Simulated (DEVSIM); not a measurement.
System: abrupt InP p-n junction, at 300 K.

```tsv
layer (left to right)	material	thickness (μm)	Nd (cm⁻³)	Na (cm⁻³)	τn (s)	τp (s)
1	InP	62.0	-	1.4e15	1.4e-9	1.4e-9
2	InP	22.0	1.4e16	-	1.4e-9	4.2e-9
```

Left contact: ohmic. Right contact: ohmic. Voltage is applied to the left contact. Recombination: SRH at mid-gap, Auger. Mobility is μmin + (μ − μmin)/(1 + (N/Nref)^α).

Constants are typed, rounded textbook-type inputs, not results; the design itself was drawn at random and stands for no fabricated device. Values at 300 K.

```tsv
parameter	InP
gap (eV)	1.344
affinity (eV)	4.38
permittivity	12.5
Nc (cm⁻³)	5.7e17
Nv (cm⁻³)	1.1e19
μn (cm²/Vs)	5200
μp (cm²/Vs)	170
μn,min	400
μp,min	10
Nref,n	3e17
Nref,p	4.9e17
αn	0.47
αp	0.62
Cn (cm⁶/s)	9e-31
Cp (cm⁶/s)	9e-31
```

Model (solved in DEVSIM): 1D drift-diffusion, Boltzmann statistics, complete ionisation; no tunnelling, impact ionisation, image-force lowering or self-heating.

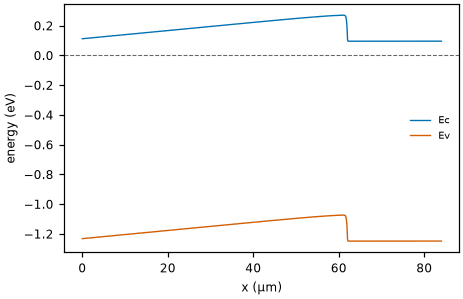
Band edges at 1.0 V on the left contact

Energies count from the Fermi level of the right contact; mesh points crowd at the junctions.

| x (μm) | Ec (eV) | Ev (eV) | n (cm⁻³) | p (cm⁻³) | field (V/cm) |
|---|---|---|---|---|---|
| 0.000 | 0.112 | -1.232 | < 1e2 | 1.4e15 | 27 |
| 0.05124 | 0.112 | -1.232 | 2400000 | 1.4e15 | 27 |
| 0.2216 | 0.113 | -1.231 | 1.0e7 | 1.4e15 | 27 |
| 0.7457 | 0.114 | -1.230 | 3.3e7 | 1.4e15 | 27 |
| 3.602 | 0.122 | -1.222 | 1.6e8 | 1.4e15 | 27 |
| 11.81 | 0.145 | -1.199 | 9.0e8 | 1.4e15 | 27 |
| 35.67 | 0.210 | -1.134 | 8.6e10 | 1.4e15 | 27 |
| 56.43 | 0.263 | -1.081 | 5.0e12 | 1.4e15 | 20 |
| 60.24 | 0.270 | -1.074 | 1.1e13 | 1.4e15 | 11 |
| 61.48 | 0.268 | -1.076 | 1.7e13 | 1.3e15 | -230 |
| 61.85 | 0.216 | -1.128 | 1.3e14 | 1.7e14 | -3700 |
| 61.99 | 0.143 | -1.201 | 2.3e15 | 9.8e12 | -7600 |
| 62.03 | 0.115 | -1.229 | 6.5e15 | 3.4e12 | -4900 |
| 62.13 | 0.097 | -1.247 | 1.3e16 | 1.5e12 | -320 |
| 62.71 | 0.096 | -1.248 | 1.4e16 | 9.3e11 | ≈ 0 |
| 64.28 | 0.096 | -1.248 | 1.4e16 | 2.8e11 | ≈ 0 |
| 69.48 | 0.096 | -1.248 | 1.4e16 | 5.0e9 | ≈ 0 |
| 78.73 | 0.096 | -1.248 | 1.4e16 | 4000000 | ≈ 0 |
| 82.90 | 0.096 | -1.248 | 1.4e16 | 130000 | ≈ 0 |
| 83.68 | 0.096 | -1.248 | 1.4e16 | 35000 | ≈ 0 |
| 83.91 | 0.096 | -1.248 | 1.4e16 | 9200 | ≈ 0 |
| 84.00 | 0.096 | -1.248 | 1.4e16 | < 1e2 | ≈ 0 |
